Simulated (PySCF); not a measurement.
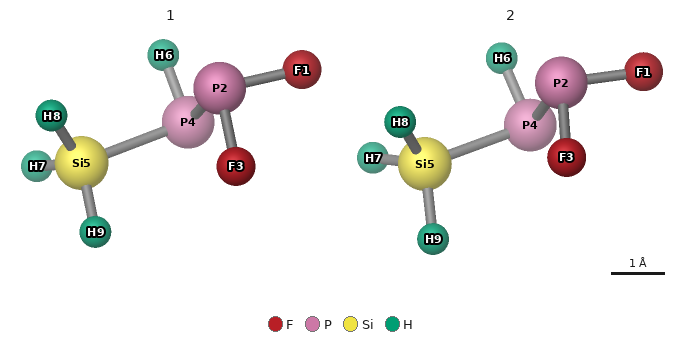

Two geometries of SiH3PHPF2, drawn at one scale. One is the start of a relaxation, the other its converged end. The picture is a ball-and-stick view, seen from a free direction.

Computed with PBE0-D3(BJ)/def2-TZVP geometry optimisation, gas phase in PySCF. 

**Which geometry has the lower energy?**

Structure 2 is the relaxed one. The start comes from GFN2-xTB. Its atoms were then displaced at random by about 0.01 Å. F3 moves most after the best rigid fit: 0.27 Å. By element the largest moves are F 0.27 Å, H 0.25 Å, P 0.11 Å, Si 0.07 Å. Near-neighbour distances that change, for instance: P2–P4 2.150 → 2.225 Å, Si5–H9 1.438 → 1.482 Å, P4–H6 1.388 → 1.424 Å, P2–F3 1.629 → 1.596 Å. Among the angles between lasting bonds that change: F1–P2–F3 94.8° → 97.8°, P4–Si5–H7 104.8° → 107.5°, Si5–P4–H6 94.8° → 92.5°. The energy falls by 3.14 kcal/mol in 8 geometry steps. The run took 2 min on 1 thread of Arm Neoverse V1, with other jobs on the host.
